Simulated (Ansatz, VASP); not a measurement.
# La (La(0001)): VASP beside Ansatz

Aim: how closely do two programs agree when they are given the same cell, functional and k mesh?

Main program and level: Ansatz 0.2.0; plane waves, with VASP 6.6.1 beside it; single point at PBE.

### Step 1. Starting point

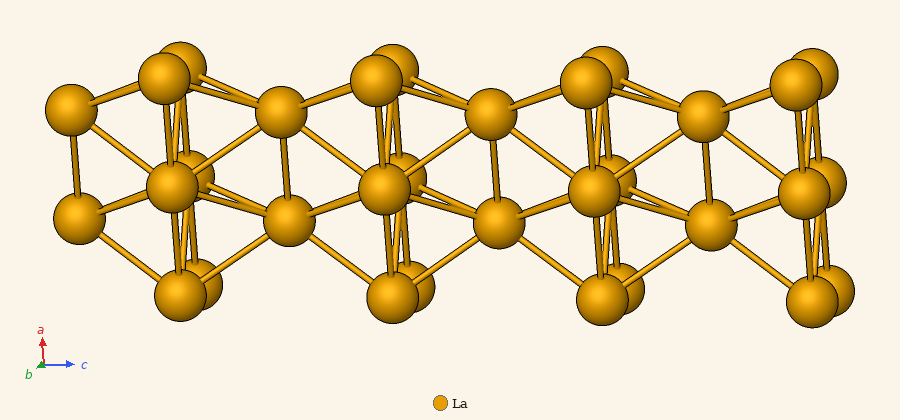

Start, viewed from the side, with the c axis across the page; lanthanum orange. 2×1×1 cells are drawn. Some periodic images of atoms are drawn too.

The cell holds 8 atoms: 8 La. Its edges and angles: a = 3.783 Å, b = 3.783 Å, c = 36.289 Å, α = 90.0°, β = 90.0°, γ = 60.0°. It derives from La. As first built, before any earlier steps moved the atoms: 8 layers of hcp La, cut at this functional's lattice. Vacuum lies along c.

### Step 2. Ansatz: single point, PBE

Ansatz runs on its default PAW (the set named soft_2) files.

With cell and atoms fixed, the geometry can't cause a difference; cores, projectors, grids and the points listed under the comparison can.

input.yaml reads:

```yaml
crystal:
  lattice:
    - [3.7830110689, 0.0, 0.0]
    - [1.8915055344, 3.2761836885, 0.0]
    - [0.0, 0.0, 36.2885365186]
  atoms:
    - { symbol: La, position: [0.66666667, 0.66666667, 0.2078369235] }
    - { symbol: La, position: [0.0, 0.0, 0.2883323187] }
    - { symbol: La, position: [0.66666667, 0.66666667, 0.3752198115] }
    - { symbol: La, position: [0.0, 0.0, 0.4575436363] }
    - { symbol: La, position: [0.66666667, 0.66666667, 0.5424563637] }
    - { symbol: La, position: [0.0, 0.0, 0.6247801885] }
    - { symbol: La, position: [0.66666667, 0.66666667, 0.7116676813] }
    - { symbol: La, position: [0.0, 0.0, 0.7921630765] }
hamiltonian:
  xc: pbe
  pseudopotentials: { kind: paw }
kpoints:
  mp_grid: { grid: [9, 9, 1] }
scf:
  occupations: { method: methfessel_paxton, width: 0.15 }
  n_extra_bands: 6
efield:
  axis: 3
  dipole_correction: true
  ramp_width: 0.04
output:
  forces: true
  eigenvalues: true
```

Launch:

```bash
$ ansatz run input.yaml --threads 4 --pin off --max-ram 9216MiB --backend cpu --events-out ev --progress --plain --runs-dir out
```

Numbers of over 12 decimals in the logs are rounded to 6 here.

Output:

```text
scf.n_extra_bands = 6 over 44 filled bands (N_el = 88.0): the run solves 50 bands
Engine: ansatz 0.2.0, aarch64-unknown-linux-gnu
Pseudopotentials: kind: paw
Pseudopotential: La, paw, valence charge 11, recommended cutoff 420 eV (normal), La.paw.azcp
Functional definition: PBE
  parameter kappa = 0.804
  parameter beta = 0.066725
  exchange = pbe_x(kappa = kappa, mu = beta*pi^2/3)
  correlation = pbe_c(beta = beta)
Crystal: 8 atoms, lattice volume = 449.754 Å³
Basis set: ecut = 420 eV, 8821 PW (Γ), exchange–correlation on 54×54×486 points (8 copies of the dense FFT grid, shifted against one another)
Bands: 50, of which v1, the nominal top of the filled ones, is band 44 counted from 1 (43 counted from 0)
Symmetry: 6 space group operations
k-points: 12 of 81 (time reversal used)
Non-local potential: La, projectors of the file, l = 0: 3, l = 1: 2, l = 2: 2, l = 3: 3
PAW form: soft (Blöchl's): semilocal exchange-correlation on the pseudo side does not see the compensation charge
PAW one-centre angular grid: La, 590 points (default); XC on 64 Gauss nodes
Initial density: superposition of atomic densities (neutral atoms: chi_scale 0, normalization atom), corrected by the library's trained network
Initial wavefunctions: pseudopotential atomic-orbital guess
Functional: x = pbe(κ = 0.804, μ = 0.219515), c = pbe(β = 0.066725)
SCF iter   1: F=—  HF=-49999.516553 eV  |F-HF|=—  |Δ(HF+E_count)|=         —  Δρ=5.77e-3  dr2=1.18e1  ethr=1.77e-3  p=0.000 e·Å  D=2.62e-13 V/Å  ΔV_dip=-0.00 eV  dr2_dipole=8.53e-6  V_vac-E_F(+/−)=2.85/2.85 eV  ⟨swp⟩=7.6  Hψ=3453  notcnv=0
efield: sawtooth ramp at fractional position 0.9800 (placed from the atoms, in the widest stretch of the axis that holds none; the zero of the levels goes with the place), width 0.0400; the density the first Hamiltonian is built on has a dipole p = 0.000 e·Å; the dipole correction subtracts the counter field D = 2.62e-13 V/Å, which shifts the + side's vacuum level by -0.00 eV against the − side's; the planar-averaged density in the ramp window peaks in size at 1.2e-4 e/Å³
preconditioner: auto → LDOS  [metal: Δε(μ)=0.011 eV  Ē_g=11.669 eV  σ=0.150 eV  W_gap=0.06  n_scr=78 (ndim 8)  ℏωp=14.9 eV  f_vac=0.287  D(μ)=15.91/eV (n_scr^D=142)  β→1.0]
SCF iter   2: F=—  HF=-49999.420039 eV  |F-HF|=—  |Δ(HF+E_count)|=   9.65e-2  S|Δr|=    0.00e0  Δρ=1.71e-3  dr2=3.24e-2  ethr=1.77e-3  p=-0.000 e·Å  D=-1.33e-6 V/Å  ΔV_dip=0.00 eV  dr2_dipole=1.36e-6  V_vac-E_F(+/−)=3.05/3.05 eV  ⟨swp⟩=3.8  Hψ=802  notcnv=0  defer=1
SCF iter   3: F=—  HF=-49999.423389 eV  |F-HF|=—  |Δ(HF+E_count)|=   3.35e-3  S|Δr|=    0.00e0  Δρ=8.22e-4  dr2=2.99e-2  ethr=3.69e-5  p=-0.000 e·Å  D=-1.73e-6 V/Å  ΔV_dip=0.00 eV  dr2_dipole=2.86e-7  V_vac-E_F(+/−)=3.11/3.11 eV  ⟨swp⟩=2.8  Hψ=1163  notcnv=0  defer=3
SCF iter   4: F=—  HF=-49999.422872 eV  |F-HF|=—  |Δ(HF+E_count)|=   5.17e-4  S|Δr|=    0.00e0  Δρ=2.70e-4  dr2=2.05e-3  ethr=3.40e-5  p=-0.000 e·Å  D=-2.65e-6 V/Å  ΔV_dip=0.00 eV  dr2_dipole=1.27e-8  V_vac-E_F(+/−)=3.13/3.13 eV  ⟨swp⟩=2.2  Hψ=860  notcnv=0  defer=3
SCF iter   5: F=—  HF=-49999.422747 eV  |F-HF|=—  |Δ(HF+E_count)|=   1.25e-4  S|Δr|=    0.00e0  Δρ=8.99e-5  dr2=1.62e-4  ethr=2.33e-6  p=-0.000 e·Å  D=-1.24e-6 V/Å  ΔV_dip=0.00 eV  dr2_dipole=2.54e-10  V_vac-E_F(+/−)=3.14/3.14 eV  ⟨swp⟩=2.5  Hψ=1156  notcnv=0  defer=3
SCF iter   6: F=—  HF=-49999.422752 eV  |F-HF|=—  |Δ(HF+E_count)|=   5.49e-6  S|Δr|=    0.00e0  Δρ=3.57e-5  dr2=4.52e-5  ethr=1.85e-7  p=-0.000 e·Å  D=-4.75e-7 V/Å  ΔV_dip=0.00 eV  dr2_dipole=1.21e-10  V_vac-E_F(+/−)=3.15/3.15 eV  ⟨swp⟩=2.7  Hψ=997  notcnv=0  defer=3
SCF iter   7: F=—  HF=-49999.423149 eV  |F-HF|=—  |Δ(HF+E_count)|=   3.96e-4  S|Δr|=    0.00e0  Δρ=1.36e-5  dr2=5.36e-6  ethr=5.13e-8  p=-0.000 e·Å  D=-2.68e-7 V/Å  ΔV_dip=0.00 eV  dr2_dipole=1.83e-11  V_vac-E_F(+/−)=3.15/3.15 eV  ⟨swp⟩=2.3  Hψ=904  notcnv=0  defer=3
SCF iter   8: F=—  HF=-49999.423149 eV  |F-HF|=—  |Δ(HF+E_count)|=   2.42e-7  S|Δr|=    0.00e0  Δρ=7.48e-6  dr2=1.85e-6  ethr=6.09e-9  p=-0.000 e·Å  D=-1.66e-7 V/Å  ΔV_dip=0.00 eV  dr2_dipole=6.54e-11  V_vac-E_F(+/−)=3.15/3.15 eV  ⟨swp⟩=2.6  Hψ=993  notcnv=0  defer=3
SCF iter   9: F=-49999.423149 eV  HF=-49999.423149 eV  |F-HF|=2.66e-8  |Δ(HF+E_count)|=   1.52e-8  S|Δr|=    0.00e0  Δρ=2.09e-6  dr2=8.96e-8  ethr=1.14e-10  p=-0.000 e·Å  D=-7.71e-8 V/Å  ΔV_dip=0.00 eV  dr2_dipole=2.70e-13  V_vac-E_F(+/−)=3.15/3.15 eV  ⟨swp⟩=16.4  Hψ=3708  notcnv=0
SCF 1 converged in 9 iterations: F = -49999.423149 eV  dr2 = 8.96e-8
  greatest PAW one-centre occupation: 0.974 electrons in one spin orbital (limit 2), on the La atom at site 1 (counted from 0), in its partial waves of l = 0
SCF converged after 9 iterations
Stability not checked: this state was not tested for a lower state beside it, because cold or Methfessel-Paxton smearing, or corrected tetrahedra, fill the levels in a way that the test cannot read (fill_not_monotonic; see scf.lower_state_search)
Free energy (F): -49999.423149 eV
Harris-Foulkes:  -49999.423149 eV  (|F-HF|=2.66e-8)
Internal energy: -49999.433090 eV  (E = F + TS)
E sigma→0 (E₀):  -49999.425634 eV
Entropy (-TS):   0.009941 eV (1.243 meV/atom)
Fermi energy:    6.290977 eV
Dipole field:    D = 0.000000 V/Å  (p = 0.000001 e·Å, saw-weighted, corrected)
Work function:   Φ+ = 3.1515 eV   Φ− = 3.1516 eV
Levels:          The Fermi level and band energies are counted from a zero that moves with the ramp; work functions are not
--- Per-component energies (eV) ---
  E_band       = -781.259631
  E_kinetic    = 1539.211754
  E_local      = -40618.348886  (includes V_loc(G=0)·N_el)
  E_nonlocal   = 756.948730
  E_hartree    = 19609.510469
  E_xc         = -1111.255345
  E_vxc        = -1175.956268  (∫ρ·V_xc dr)
  E_paw        = -43326.381252  (= ΣΔE_a)
  E_vpaw       = -502.125800  (= ΣTr[D̂ρ^β])
  E_aug_tail   = -0.000001  (compensation charges beyond the density's cutoff)
  E_efield     = 0.000000  (sawtooth field / dipole correction)
  E_vefield    = 0.000000  (∫n·V_field dr)
  E_ewald      = 13150.881440
  E_smearing   = 0.009941  (= −TS)
  E_closure    = 0.000000  (closes the sum)
  Σ components = -49999.423149   (vs F -49999.423149, Δ=0.00e0)
--- Forces (eV/Å), atoms counted from 1 ---
  atom   1  La    -0.00000000    -0.00000000     0.01071279
  atom   2  La     0.00000000     0.00000000    -0.01544541
  atom   3  La    -0.00000000    -0.00000000    -0.00462377
  atom   4  La     0.00000000     0.00000000    -0.02092689
  atom   5  La    -0.00000000    -0.00000000     0.02092881
  atom   6  La     0.00000000     0.00000000     0.00462109
  atom   7  La     0.00000000    -0.00000000     0.01544700
  atom   8  La     0.00000000     0.00000000    -0.01071369
  max |Σ_I F_I| component: 6.16e-8 eV/Å
--- Band table (eV; the first three rows and the last of 12) ---
  k-point 0: bands = [... 40 lower, 6.5105, 6.5437, 6.9638, 7.1350, 7.1583, 7.3118, 7.3769, 7.4979, ... 2 higher]
  k-point 1: bands = [... 40 lower, 6.3656, 6.4420, 6.7368, 6.7440, 6.8446, 6.8728, 6.9507, 7.0917, ... 2 higher]
  k-point 2: bands = [... 40 lower, 6.0378, 6.1230, 6.2481, 6.4158, 6.4308, 6.5083, 6.5861, 6.6898, ... 2 higher]
  k-point 11: bands = [... 40 lower, 6.1832, 6.1832, 6.3012, 6.4887, 6.5483, 6.5526, 6.5526, 6.9714, ... 2 higher]
```

Run time: 11 s. Hardware: 4 threads of Arm Neoverse V1, shared host; peak memory 0.95 GiB; 40 s of CPU time.

[end of part 1 of 2]

[Lines on the potential files, build, host, timing and source positions are cut from VASP's logs without a mark.]

[Logs are printed without paths, hosts, clocks, repeated set-up lines and the standing remarks that a program may print on its own settings, such as how far it seeks lower states.]

[Hosts, paths, dates, database ids (printed as entryN), source tags and the programs' standing remarks are cut or masked in the printed files.]
